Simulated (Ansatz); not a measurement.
## Single-point calculation, with input and output: VNH₄O₃

The run: single-point calculation of VNH₄O₃, SMILES [NH]=[V]([OH])([OH])[OH]. Method and program: RKS PBE-D4/def2-TZVPP (Ansatz 0.2.0).

The geometry comes from this level: PBE0-D4/def2-TZVP. Figures and captions count atoms from 1; the log counts them from 0 in places.

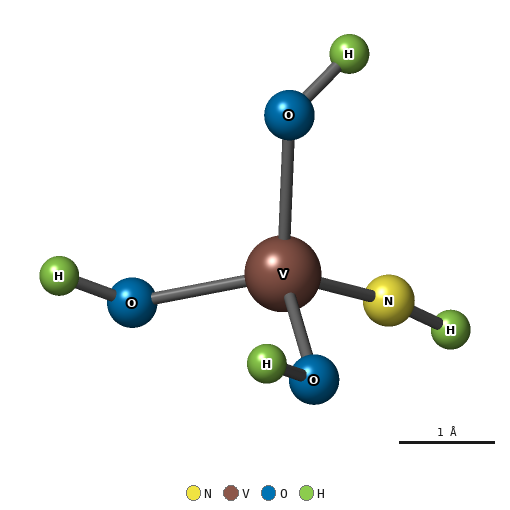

*The structure as given in the input (ball-and-stick view, seen at a tilt). Sticks mark near contacts.*

Bond lengths as drawn: H–N 1.01 Å, H–O 0.96 Å, N–V 1.60 Å and O–V 1.77 to 1.78 Å.

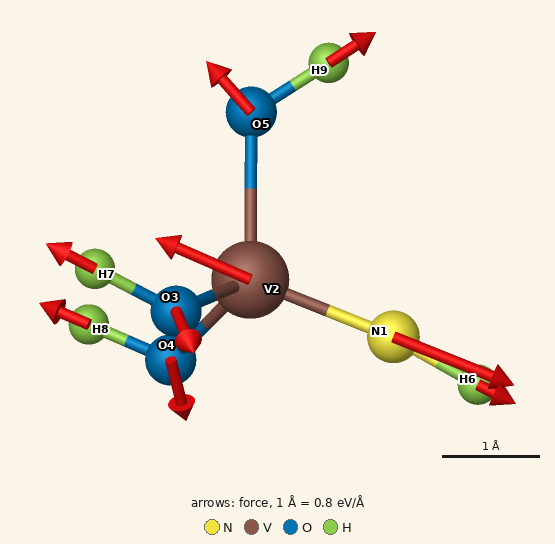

*Forces on the atoms as red arrows (ball-and-stick view, seen at a tilt; atoms are numbered from 1 in the order of the input).*

The largest act on N1 (1.09 eV/Å); V2 (0.87 eV/Å); O3, O4 (0.65 eV/Å); O5 (0.57 eV/Å), among others. The geometry is not a stationary point of this energy.

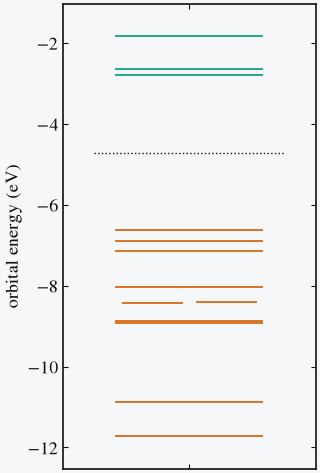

*Orbital energies near the frontier; the dotted line parts filled from empty levels, and levels within 0.02 eV of each other stand side by side.*

Highest filled −6.62 eV, lowest empty −2.80 eV, 3.82 eV apart.

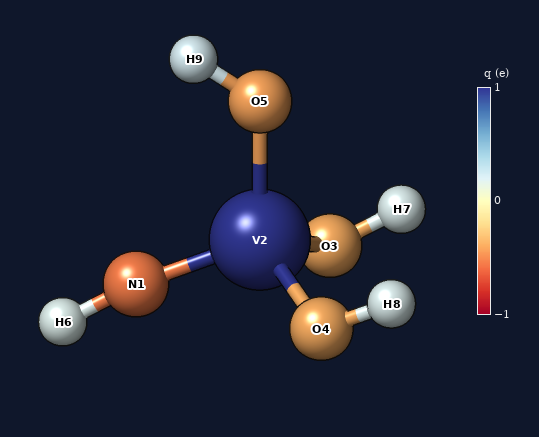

*Mulliken charges, as the colour of each atom (ball-and-stick view, seen at an oblique angle; atoms are numbered from 1 in the order of the input).*

By element: N −0.55, V +0.99, O −0.42 to −0.39 and H +0.18 to +0.22 e.

The input and output of the run follow.

Input file
```yaml
crystal:
  periodic: [false, false, false]
  atoms:
    - {symbol: N, position_ang: [-0.220153, 1.225865, -1.092281]}
    - {symbol: V, position_ang: [0.020191, -0.005942, -0.094369]}
    - {symbol: O, position_ang: [1.725812, -0.496140, -0.274104]}
    - {symbol: O, position_ang: [-1.108931, -1.298180, -0.581127]}
    - {symbol: O, position_ang: [-0.290387, 0.448594, 1.585774]}
    - {symbol: H, position_ang: [-0.336595, 1.915372, -1.821430]}
    - {symbol: H, position_ang: [2.051734, -1.124259, 0.379894]}
    - {symbol: H, position_ang: [-1.185061, -2.039383, 0.029846]}
    - {symbol: H, position_ang: [-0.568111, 1.327773, 1.850697]}
basis:
  gaussian: {orbitals: def2-TZVPP}
hamiltonian: {xc: pbe, dispersion: d4}
output: {forces: true, orbitals: {seedname: orbitals}}
```

Run as:
```bash
ansatz run in.yaml --threads 4 --pin off --events-out ev --progress --plain --max-ram 10444MiB
```

Log
```
Functional definition: PBE
  name "PBE"
  cite "Perdew, Burke & Ernzerhof, Phys. Rev. Lett. 77, 3865 (1996) doi:10.1103/PhysRevLett.77.3865"
  parent pbe
  parameter kappa = 0.804
  parameter beta = 0.06672455060314922
  exchange = pbe_x(kappa = kappa, mu = beta*pi^2/3)
  correlation = pbe_c(beta = beta)
1284 factors; their error is unknown
mean field evaluation 1: about -33351.4213 eV, gradient 1.3e2 eV
mean field evaluation 2: about -32867.5215 eV, gradient 5.7e2 eV
mean field evaluation 4: about -33343.5838 eV, gradient 1.7e2 eV
mean field evaluation 8: about -33377.8014 eV, gradient 6.0e-3 eV
mean field -33377.79263853 eV, -1226.6112551857 hartree, gradient 1.9e-5 eV, S^2 0.000000; 0 other end points of the search recorded, 0 dependent functions left out
the calculation of the forces begins
reference -33377.79268415 eV, -1226.6112568622 hartree; 29, 29 occupied and 215, 215 virtual orbitals, 1284 factors
Total energy: -33377.96776293 eV, -1226.6176908886 hartree
Atom 0 at    -0.220153     1.225865    -1.092281 Å, force    -0.162728     0.833977    -0.676573 eV/Å
Atom 1 at     0.020191    -0.005942    -0.094369 Å, force     0.122903    -0.648263     0.560406 eV/Å
Atom 2 at     1.725812    -0.496140    -0.274104 Å, force     0.489136     0.144398    -0.405306 eV/Å
Atom 3 at    -1.108931    -1.298180    -0.581127 Å, force    -0.401035    -0.107666    -0.501900 eV/Å
Atom 4 at    -0.290387     0.448594     1.585774 Å, force     0.011981    -0.240986     0.518148 eV/Å
Atom 5 at    -0.336595     1.915372    -1.821430 Å, force    -0.045532     0.254932    -0.245782 eV/Å
Atom 6 at     2.051734    -1.124259     0.379894 Å, force     0.153494    -0.309323     0.316795 eV/Å
Atom 7 at    -1.185061    -2.039383     0.029846 Å, force    -0.030539    -0.361126     0.297052 eV/Å
Atom 8 at    -0.568111     1.327773     1.850697 Å, force    -0.137680     0.434058     0.137161 eV/Å
Dipole moment:    -0.047629     0.042702     0.324383 e Å
```

Results in brief

- outcome: converged
- total energy: −33377.9678 eV
- mean-field energy: −33377.7927 eV
- dispersion energy: −0.1751 eV
- SCF solution under orbital rotations: stable
- HOMO: −6.62 eV
- LUMO: −2.80 eV
- largest force (length of the vector): 1.086 eV/Å
- dipole moment: 1.59 D
- hardware: 4 threads of AMD EPYC, 54 GiB of memory available, shared host
- wall time: 1.6 s (CPU time 5.5 s)
- peak memory: 0.34 GiB
